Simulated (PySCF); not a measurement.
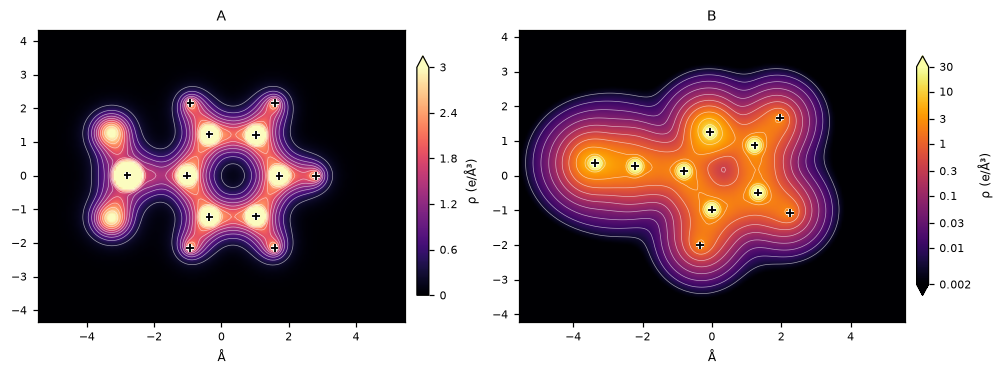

The total electron density of 2 systems, each on a plane through atoms (crosses mark nuclei in the plane).

These are results of PySCF, B3LYP/def2-SVPD, SCF density, gas phase, not measurements.

System 1: C$_{6}$H$_{5}$ClO$_{2}$S (SMILES O=S(=O)(Cl)c1ccccc1), the plane of atoms C10, C9 and H14. Geometry: PBE0-D3(BJ)/def2-SVP.

```xyz
15

O     7.3494   -1.5170    0.4754
S     6.7996   -1.2270    1.7820
O     7.1821   -0.0584    2.5442
Cl    7.2290   -2.8923    2.9847
C     5.0375   -1.3462    1.7270
C     4.4491   -2.0897    0.7069
C     3.0606   -2.1826    0.6760
C     2.2949   -1.5413    1.6505
C     2.9073   -0.7992    2.6614
C     4.2944   -0.6946    2.7084
H     5.0753   -2.5746   -0.0441
H     2.5743   -2.7566   -0.1153
H     1.2057   -1.6187    1.6205
H     2.3010   -0.2953    3.4169
H     4.8019   -0.1160    3.4823
```

System 2: C$_{5}$H$_{3}$NO (SMILES N#Cc1ccco1), the molecular plane. Geometry: PBE0-D3(BJ)/def2-SVP.

```xyz
10

N     3.3344   -0.6338   -0.1327
C     2.1902   -0.4503   -0.0819
C     0.7982   -0.1963   -0.0252
C     0.0772    0.9634   -0.1588
C    -1.2871    0.5907   -0.0076
C    -1.2840   -0.7594    0.2056
O    -0.0334   -1.2418    0.1971
H     0.4877    1.9532   -0.3418
H    -2.1585    1.2395   -0.0516
H    -2.0746   -1.4859    0.3749
```

Which map belongs to which system?

Answer. Panel A is system 1, C$_{6}$H$_{5}$ClO$_{2}$S: the plane holds S, C and H. C–C (1.39 Å): ρ is about 2.1 e/Å³ halfway. Panel B is system 2, C$_{5}$H$_{3}$NO: the plane holds N, C, O and H. C–N (1.16 Å): the density is about 3.5 e/Å³ at the midpoint.
